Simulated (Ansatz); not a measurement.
# BPd3C (built on the sites of a database entry of AlPt3C): a soft mode frozen in, part 2 of 3

Which phase does BPd3C (built on the sites of a database entry of AlPt3C) fall into along its unstable mode, and how much energy does it gain?

Ansatz 0.2.0; DFT PBEsol, scalar-relativistic, plane waves, PAW.

So far, highest frequency on the path or at a solved wavevector (cm⁻¹): step 2 (the dispersion) 712. Also lowest frequency on the path (cm⁻¹): step 2 -295.

The structure was built from a prototype and need not be the compound's stable phase.

## (6) Relaxing from the distorted cell

Starting from the lowest point found, all atoms and the cell are let go, so that strain and other modes of the same symmetry can join in.

input.yaml

```yaml
crystal:
  lattice:
    - [4.0038716247, 0.0, 0.0]
    - [0.0, 4.0038716247, 0.0]
    - [0.0, 0.0, 4.0038716247]
  atoms:
    - { symbol: B, position: [0.0865187983, -0.0865187983, -0.0865187983] }
    - { symbol: Pd, position: [0.0033411717, 0.5070195723, 0.5070195723] }
    - { symbol: Pd, position: [0.4929804277, -0.0033411717, 0.5070195723] }
    - { symbol: Pd, position: [0.4929804277, 0.5070195723, -0.0033411717] }
    - { symbol: C, position: [0.5169186641, 0.4830813359, 0.4830813359] }
kpoints:
  mp_grid: { grid: [8, 8, 8] }
hamiltonian:
  xc: pbesol
scf:
  occupations: { method: methfessel_paxton, width: 0.15 }
output:
  forces: true
  stress: true
  eigenvalues: true
  write_density: true
  write_potential: true
  elf: true
  volumetric_format: npy
relax:
  adjacent_minimum: "off"
  f_tol: 0.002
  max_steps: 120
  cell: { stress_tol: 0.03 }
```

Run with:

```sh
$ ansatz run input.yaml --threads 8 --pin off --max-ram 14336MiB --backend cpu --events-out ev --progress --plain --runs-dir out
```

Numbers of over 12 decimals in the logs are rounded to 6 here.

The program printed:

```text
[...]
Crystal: 5 atoms, lattice volume = 64.186 Å³
Basis set: ecut = 420 eV, 1237 PW (Γ), exchange–correlation on 54×54×54 points (8 copies of the dense FFT grid, shifted against one another)
Bands: 37, of which v1, the nominal top of the filled ones, is band 31 counted from 1 (30 counted from 0)
Symmetry: 6 space group operations
[...]
k-points: 65 of 512 (time reversal used)
[...]
SCF iter   1: F=—  HF=-21115.387345 eV  |F-HF|=—  |Δ(HF+E_count)|=         —  Δρ=1.42e-2  dr2=2.03e-1  ethr=1.77e-3  ⟨swp⟩=5.2  Hψ=9166  notcnv=0
[...]
SCF iter   7: F=-21115.337129 eV  HF=-21115.337129 eV  |F-HF|=1.66e-8  |Δ(HF+E_count)|=   6.75e-8  S|Δr|=    0.00e0  Δρ=7.22e-6  dr2=4.56e-8  ethr=1.64e-10  ⟨swp⟩=12.2  Hψ=16080  notcnv=0
SCF 1 converged in 7 iterations: F = -21115.337129 eV  dr2 = 4.56e-8
[...]
relax step   1: F+E_penalty+E_count = -21115.33712892 eV  Δ(F+E_penalty+E_count) = +0.000e0 eV  max|allowed force component| = 7.419e-1 eV/Å  Δτ_max = 0.0000 Å  P = +4.070 GPa  Ω = 64.186 Å³  (7 SCF iters, dr2 threshold 1.00e-7 eV, accepted)
Crystal: 5 atoms, lattice volume = 66.593 Å³
Basis set: ecut = 420 eV, 1333 PW (Γ), exchange–correlation on 54×54×54 points (8 copies of the dense FFT grid, shifted against one another)
[...]
iter 1 solved again at ethr=1.06e-4 eV; its pass at ethr=3.10e-3 eV (dr2=6.48e-2 eV) is discarded
[...]
SCF iter   7: F=-21115.639022 eV  HF=-21115.639022 eV  |F-HF|=5.54e-8  |Δ(HF+E_count)|=   1.49e-7  S|Δr|=    0.00e0  Δρ=1.31e-5  dr2=1.54e-7  ethr=8.20e-10  ⟨swp⟩=9.0  Hψ=15595  notcnv=0
the search or the solves at the SCF's close seem to have found levels that the self-consistency loop had missed (the run counts 1). By its estimate they hold under 1e-12 electrons; where the run keeps them, the occupations were computed again with them
SCF 2 converged in 7 iterations: F = -21115.639022 eV  dr2 = 1.54e-7
[...]
relax step   2: F+E_penalty+E_count = -21115.63902217 eV  Δ(F+E_penalty+E_count) = -3.019e-1 eV  max|allowed force component| = 6.823e-1 eV/Å  Δτ_max = 0.1393 Å  P = -0.070 GPa  Ω = 66.593 Å³  energy of the carried Pulay correction = -2.271e-3 eV  (7 SCF iters, dr2 threshold 5.00e-7 eV, accepted)
Crystal: 5 atoms, lattice volume = 66.945 Å³
[...]
SCF iter   7: F=-21115.797028 eV  HF=-21115.797028 eV  |F-HF|=2.84e-8  |Δ(HF+E_count)|=   4.77e-7  S|Δr|=    0.00e0  Δρ=1.10e-5  dr2=6.05e-8  ethr=8.20e-10  ⟨swp⟩=11.3  Hψ=17231  notcnv=0
SCF 3 converged in 7 iterations: F = -21115.797028 eV  dr2 = 6.05e-8
relax step   3: F+E_penalty+E_count = -21115.79702783 eV  Δ(F+E_penalty+E_count) = -1.580e-1 eV  max|allowed force component| = 4.388e-1 eV/Å  Δτ_max = 0.1951 Å  P = +7.171 GPa  Ω = 66.945 Å³  energy of the carried Pulay correction = -2.597e-3 eV  (7 SCF iters, dr2 threshold 5.00e-7 eV, accepted)
[... from here on, the SCF cycles and remarks between the steps are left out ...]
relax step   4: F+E_penalty+E_count = -21115.87045398 eV  Δ(F+E_penalty+E_count) = -7.343e-2 eV  max|allowed force component| = 1.206e-1 eV/Å  Δτ_max = 0.0106 Å  P = +0.306 GPa  Ω = 69.233 Å³  energy of the carried Pulay correction = -4.669e-3 eV  (7 SCF iters, dr2 threshold 5.00e-7 eV, accepted)
relax step   5: F+E_penalty+E_count = -21115.88209637 eV  Δ(F+E_penalty+E_count) = -1.164e-2 eV  max|allowed force component| = 6.681e-2 eV/Å  Δτ_max = 0.0325 Å  P = -0.170 GPa  Ω = 69.963 Å³  energy of the carried Pulay correction = -5.316e-3 eV  (6 SCF iters, dr2 threshold 5.00e-7 eV, accepted)
relax step   6: F+E_penalty+E_count = -21115.88431265 eV  Δ(F+E_penalty+E_count) = -2.216e-3 eV  max|allowed force component| = 1.230e-2 eV/Å  Δτ_max = 0.0079 Å  P = -0.161 GPa  Ω = 69.821 Å³  energy of the carried Pulay correction = -5.191e-3 eV  (5 SCF iters, dr2 threshold 5.00e-7 eV, accepted)
relax step   7: F+E_penalty+E_count = -21115.88433271 eV  Δ(F+E_penalty+E_count) = -2.006e-5 eV  max|allowed force component| = 5.836e-3 eV/Å  Δτ_max = 0.0037 Å  P = -0.161 GPa  Ω = 69.820 Å³  energy of the carried Pulay correction = -5.190e-3 eV  (5 SCF iters, dr2 threshold 9.90e-8 eV, accepted)
relax step   8: F+E_penalty+E_count = -21115.88444605 eV  Δ(F+E_penalty+E_count) = -1.133e-4 eV  max|allowed force component| = 1.813e-3 eV/Å  Δτ_max = 0.0008 Å  P = +0.001 GPa  Ω = 69.753 Å³  energy of the carried Pulay correction = -5.130e-3 eV  (5 SCF iters, dr2 threshold 1.24e-7 eV, accepted)
relax step   9: F+E_penalty+E_count = -21115.89175366 eV  Δ(F+E_penalty+E_count) = -7.308e-3 eV  max|allowed force component| = 1.962e-3 eV/Å  Δτ_max = 0.0000 Å  P = +0.123 GPa  Ω = 69.753 Å³  stress off target by 1.53e-1 GPa  SCF on the basis re-selected at this cell (its energy is not comparable with the rows above)  (7 SCF iters)
relax step  10: F+E_penalty+E_count = -21115.89173060 eV  Δ(F+E_penalty+E_count) = +2.306e-5 eV  max|allowed force component| = 3.041e-3 eV/Å  Δτ_max = 0.0009 Å  P = -0.002 GPa  Ω = 69.825 Å³  energy of the carried Pulay correction = -7.264e-5 eV  (6 SCF iters, dr2 threshold 5.86e-8 eV, accepted)
relax step  11: F+E_penalty+E_count = -21115.89173189 eV  Δ(F+E_penalty+E_count) = -1.293e-6 eV  max|allowed force component| = 4.881e-4 eV/Å  Δτ_max = 0.0003 Å  P = -0.003 GPa  Ω = 69.826 Å³  energy of the carried Pulay correction = -7.249e-5 eV  (6 SCF iters, dr2 threshold 5.78e-10 eV, accepted)
[...]
SCF iter   5: F=-21115.891807 eV  HF=-21115.891807 eV  |F-HF|=3.64e-12  |Δ(HF+E_count)|=  3.64e-12  S|Δr|=    0.00e0  Δρ=7.43e-8  dr2=3.49e-12  ethr=1.00e-12  ⟨swp⟩=5.0  Hψ=9616  notcnv=0
SCF 12 converged in 5 iterations: F = -21115.891807 eV  dr2 = 3.49e-12
relax step  12: F+E_penalty+E_count = -21115.89180724 eV  Δ(F+E_penalty+E_count) = -7.534e-5 eV  max|allowed force component| = 4.962e-4 eV/Å  Δτ_max = 0.0000 Å  P = -0.003 GPa  Ω = 69.826 Å³  stress off target by 3.63e-3 GPa  SCF on the basis re-selected at this cell (its energy is not comparable with the rows above)  (5 SCF iters)
[...]
SCF converged after 5 iterations
[...]
Free energy (F): -21115.891807 eV
[...]
Internal energy: -21115.886195 eV  (E = F + TS)
E sigma→0 (E₀):  -21115.890404 eV
Entropy (-TS):   -0.005612 eV (-1.122 meV/atom)
Fermi energy:    14.545391 eV
[...]
--- Forces (eV/Å), atoms counted from 1 ---
  atom   1  B      0.00049619    -0.00049619    -0.00049619
  atom   2  Pd     0.00022227     0.00040543     0.00040543
  atom   3  Pd    -0.00040543    -0.00022227     0.00040543
  atom   4  Pd    -0.00040543     0.00040543    -0.00022227
  atom   5  C      0.00009211    -0.00009211    -0.00009211
  max |Σ_I F_I| component: 2.90e-7 eV/Å
--- Stress (GPa, compression-positive) ---
       -0.003122       0.000255       0.000255
        0.000255      -0.003122      -0.000255
        0.000255      -0.000255      -0.003122
  P = ⅓ Tr σ = -0.0031 GPa (-0.031 kbar)
--- Band table (eV; the first three rows and the last of 65) ---
  k-point 0: bands = [... 27 lower, 12.9217, 13.0445, 13.0445, 13.1812, 15.3642, 16.9121, 16.9121, 18.0845, ... 2 higher]
  k-point 1: bands = [... 27 lower, 12.8613, 13.0001, 13.1903, 13.5383, 15.3698, 16.9108, 16.9891, 18.0136, ... 2 higher]
  k-point 2: bands = [... 27 lower, 12.6511, 12.9550, 13.5260, 14.0962, 15.3907, 16.9044, 17.1670, 17.9923, ... 2 higher]
  k-point 64: bands = [... 27 lower, 12.7896, 12.8074, 13.5426, 13.5426, 15.3255, 15.8169, 15.8169, 15.9970, ... 2 higher]
--- Relaxed structure (10 steps of the walk, 10 accepted, 2 SCFs on fresh bases) ---
  F+E_penalty+E_count = -21115.89180724 eV   max|allowed force component| = 4.962e-4 eV/Å   (the final SCF, on the basis selected at the relaxed cell)
  cell:  # Å, volume = 69.8257 Å³
    - [4.118105, 0.031618, 0.031618]
    - [0.031618, 4.118105, -0.031618]
    - [0.031618, -0.031618, 4.118105]
  atoms:
    - { symbol: B, position: [0.139069, -0.139069, -0.139069] }
    - { symbol: Pd, position: [-0.00466869, 0.527419, 0.527419] }
    - { symbol: Pd, position: [0.472581, 0.00466869, 0.527419] }
    - { symbol: Pd, position: [0.472581, 0.527419, 0.00466869] }
    - { symbol: C, position: [0.513177, 0.486823, 0.486823] }
```

Elapsed: 24 s, on 8 threads of Arm Neoverse V2, shared host; peak memory 0.51 GiB; 2.9 min of CPU time.

The steps of the relaxation:

```
step  energy less that of the first step (eV)  largest force component (eV/Å)  pressure (GPa)  volume (Å³)
   1                                   0.0000                          0.7419            4.07        64.19
   2                                  -0.3019                          0.6823           -0.07        66.59
   3                                  -0.4599                          0.4388            7.17        66.95
   4                                  -0.5333                          0.1206            0.31        69.23
   5                                  -0.5450                          0.0668           -0.17        69.96
   6                                  -0.5472                          0.0123           -0.16        69.82
   7                                  -0.5472                          0.0058           -0.16        69.82
   8                                  -0.5473                          0.0018            0.00        69.75
  9*                                  -0.5546                          0.0020            0.12        69.75
  10                                  -0.5546                          0.0030            0.00        69.83
  11                                  -0.5546                          0.0005            0.00        69.83
 12*                                  -0.5547                          0.0005            0.00        69.83
```

Relaxation steps marked * repeat the geometry before them on a plane-wave basis chosen anew for their cell, so energy and pressure can jump there.

The run keeps the 6 symmetry operations that it works with, so distortions that break them were not tested.

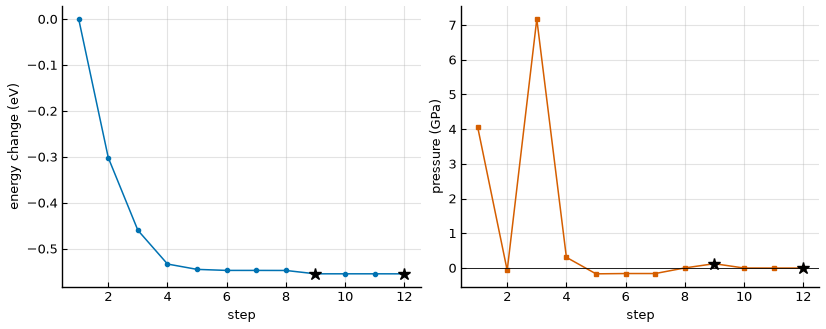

Energy and pressure along the relaxation. Stars mark steps on a basis chosen anew.

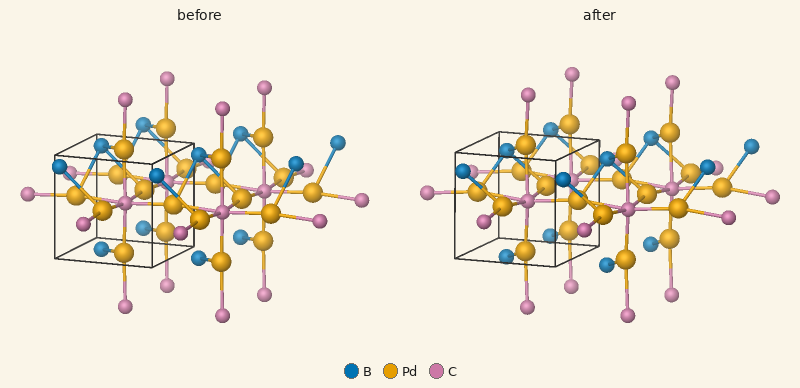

Before and after, at one scale.

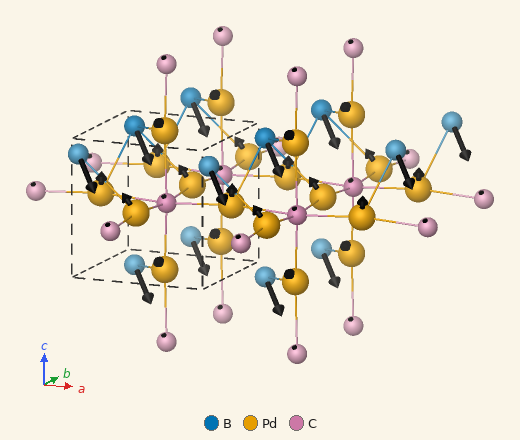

Displacements in the relaxation, exaggerated, measured against the changing cell; the longest in the cell stands for 0.37 Å. 2×2×1 cells are drawn. Some periodic images of atoms are drawn too.

```
conventional cell, symmetrised  before  after  change
                         a (Å)   5.662  5.869  +3.6 %
                         b (Å)   5.662  5.869  +3.6 %
                         c (Å)   6.935  7.023  +1.3 %
              volume (Å³/atom)   12.84  13.97  +8.8 %
```

The atoms that moved most (Å, as changes of fractional coordinates times the final cell):

```csv
atom,dx,dy,dz,length
B1,0.213,-0.213,-0.213,0.369
Pd3,-0.083,0.032,0.083,0.122
Pd2,-0.032,0.083,0.083,0.122
Pd4,-0.083,0.083,0.032,0.122
C5,-0.015,0.015,0.015,0.026
```

Final coordinates:

```cif
data_structure
_symmetry_space_group_name_H-M 'P 1'
_symmetry_Int_Tables_number 1
_cell_length_a 4.1183
_cell_length_b 4.1183
_cell_length_c 4.1183
_cell_angle_alpha 90.876
_cell_angle_beta 89.124
_cell_angle_gamma 89.124
_cell_volume 69.83
loop_
_atom_site_label
_atom_site_type_symbol
_atom_site_fract_x
_atom_site_fract_y
_atom_site_fract_z
_atom_site_occupancy
B1 B 0.13907 0.86093 0.86093 1
Pd2 Pd 0.99533 0.52742 0.52742 1
Pd3 Pd 0.47258 0.00467 0.52742 1
Pd4 Pd 0.47258 0.52742 0.00467 1
C5 C 0.51318 0.48682 0.48682 1
```

Numbers from this step:

```yaml
pressure: -0.003122 GPa
volume_per_atom: 13.97 Å³
```

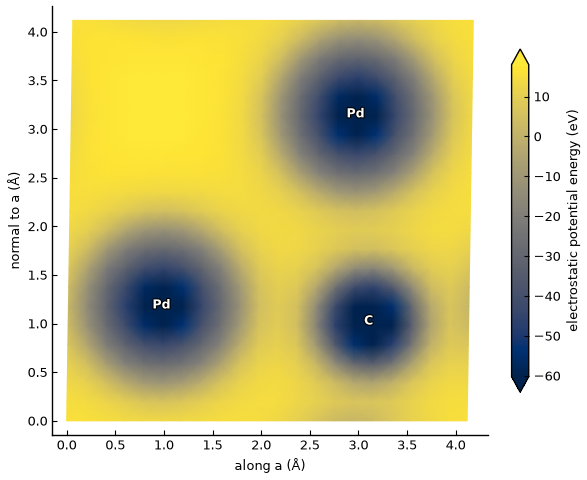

Electrostatic potential energy in the ac plane at fractional y = 0.487, with atoms of Pd and C within 0.2 Å of it. With pseudopotentials it is smooth inside the atoms' cores, unlike the true potential. The map starts off the cell's origin, so that atoms lie inside it.

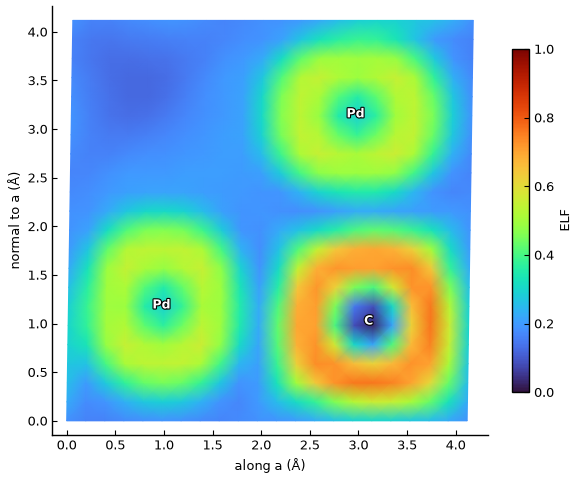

ELF in the ac plane at fractional y = 0.487, with atoms of Pd and C within 0.2 Å of it. It is the smooth field of the valence electrons, not physical close to the nuclei. The map starts off the cell's origin, so that atoms lie inside it.

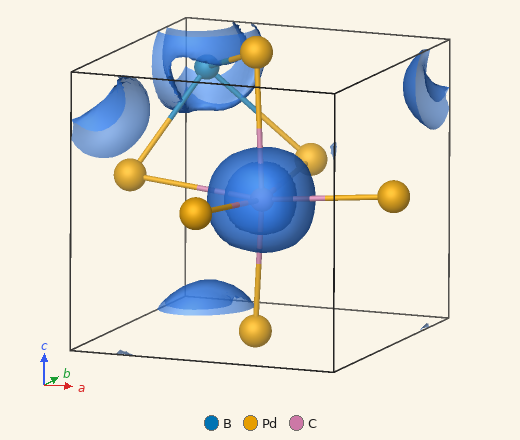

Surface of ELF = 0.68.

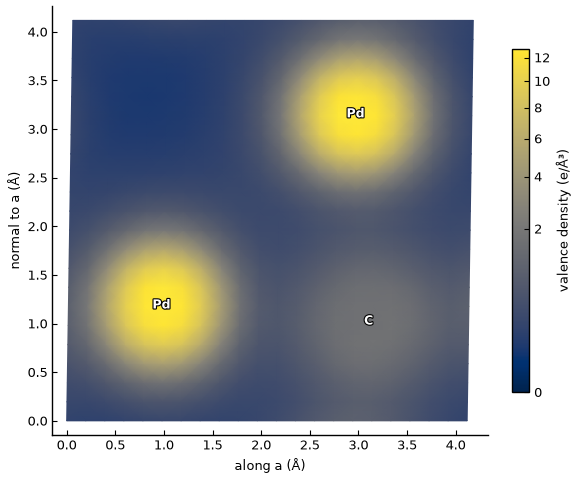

Valence density in the ac plane at fractional y = 0.487, with atoms of Pd and C within 0.2 Å of it. It is the smooth field of the valence electrons, not physical close to the nuclei. The map starts off the cell's origin, so that atoms lie inside it. The colour scale is stretched toward low values.

The distorted start has space group R3m; the relaxation ends in R3m.

## (7) The new phase in its own primitive cell

The relaxed structure is symmetrised, reduced to its primitive cell and relaxed tightly, as its phonons need.

input.yaml

```yaml
crystal:
  lattice:
    - [2.9342975608, 1.6941174866, 2.3410792326]
    - [-2.9342975608, 1.6941174866, 2.3410792326]
    - [0.0, -3.3882349733, 2.3410792326]
  atoms:
    - { symbol: B, position: [0.1390685745, 0.1390685745, 0.1390685745] }
    - { symbol: Pd, position: [0.4725813991, 0.4725813991, 0.9953313066] }
    - { symbol: Pd, position: [0.9953313066, 0.4725813991, 0.4725813991] }
    - { symbol: Pd, position: [0.4725813991, 0.9953313066, 0.4725813991] }
    - { symbol: C, position: [0.5131768101, 0.5131768101, 0.5131768101] }
kpoints:
  mp_grid: { grid: [9, 9, 9] }
hamiltonian:
  xc: pbesol
scf:
  occupations: { method: methfessel_paxton, width: 0.15 }
output:
  forces: true
  stress: true
  eigenvalues: true
relax:
  adjacent_minimum: "off"
  f_tol: 0.001
  max_steps: 60
  cell: { stress_tol: 0.01 }
```

The program printed:

```text
[...]
Crystal: 5 atoms, lattice volume = 69.826 Å³
Basis set: ecut = 420 eV, 1357 PW (Γ), exchange–correlation on 60×60×60 points (8 copies of the dense FFT grid, shifted against one another)
Bands: 37, of which v1, the nominal top of the filled ones, is band 31 counted from 1 (30 counted from 0)
Symmetry: 6 space group operations
[...]
k-points: 85 of 729 (time reversal used)
[...]
cell:  # Å, volume = 69.8896 Å³
    - [2.930272, 1.691793, 2.349666]
    - [-2.930272, 1.691793, 2.349666]
    - [0, -3.383586, 2.349666]
  atoms:
    - { symbol: B, position: [0.140037, 0.140037, 0.140037] }
    - { symbol: Pd, position: [0.472755, 0.472755, 0.994881] }
    - { symbol: Pd, position: [0.994881, 0.472755, 0.472755] }
    - { symbol: Pd, position: [0.472755, 0.994881, 0.472755] }
    - { symbol: C, position: [0.512311, 0.512311, 0.512311] }
[key lines of the parts left out:]
SCF converged after 6 iterations
Free energy (F): -21115.897219 eV
Fermi energy:    14.548619 eV
P = ⅓ Tr σ = 0.0002 GPa (0.002 kbar)
```

The job ended after 16 s (8 threads; peak memory 0.54 GiB).

The steps of the relaxation:

```
step  energy less that of the first step (eV)  largest force component (eV/Å)  pressure (GPa)  volume (Å³)
   1                                   0.0000                          0.0186            0.01        69.83
   2                                  -0.0001                          0.0126           -0.04        69.87
   3                                  -0.0002                          0.0096            0.00        69.88
   4                                  -0.0002                          0.0063            0.00        69.89
   5                                  -0.0002                          0.0035            0.02        69.88
   6                                  -0.0002                          0.0002            0.00        69.89
  7*                                  -0.0003                          0.0002            0.00        69.89
```

Relaxation steps marked * repeat the geometry before them on a plane-wave basis chosen anew for their cell, so energy and pressure can jump there.

The run keeps the 6 symmetry operations that it works with, so distortions that break them were not tested.

```
conventional cell, symmetrised  before  after  change
                         a (Å)   5.869  5.861  -0.1 %
                         b (Å)   5.869  5.861  -0.1 %
                         c (Å)   7.023  7.049  +0.4 %
              volume (Å³/atom)   13.97  13.98  +0.1 %
```

This step gave:

```
pressure        : 1.71e-4 GPa
volume per atom : 13.98 Å³
```

The largest force component left is 0.20 meV/Å and the pressure is 0.000 GPa, within the tolerances set. The cell now holds 13.98 Å³/atom.

(Continued in part 3 of 3.)

[Logs are printed without paths, hosts, clocks, repeated set-up lines and the standing remarks that a program may print on its own settings, such as how far it seeks lower states.]

[Hosts, paths, dates, database ids (printed as entryN), source tags and the programs' standing remarks are cut or masked in the printed files.]
